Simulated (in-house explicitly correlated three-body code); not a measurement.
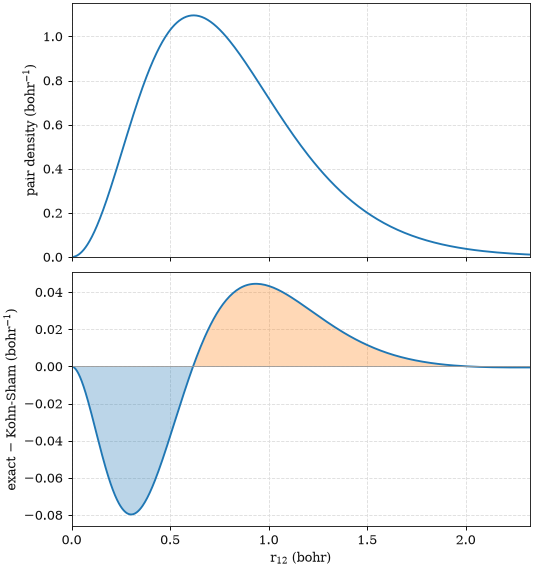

Two electrons around a point charge Z = 3.18. Computed variationally in 260 exponentially correlated functions with an in-house code, non-relativistic, converged to about 10⁻⁷ hartree. The plot shows the distribution of the distance r₁₂ between the electrons in the ground state (one pair, times 4πr₁₂²) and its difference from that of the Kohn-Sham determinant with the same density, the Coulomb hole.

Describe both curves.

The pair density peaks near r₁₂ = 0.62 bohr, and ⟨r₁₂⟩ = 0.8053 bohr. Correlation takes weight from short distances: the hole is deepest (−0.080 bohr⁻¹) near 0.30 bohr and first changes sign near 0.61 bohr, moving 2.8 % of the pair outwards. The mean cosine of the angle between the electrons is −0.0412, and the density-functional correlation energy is −43.68 millihartree.
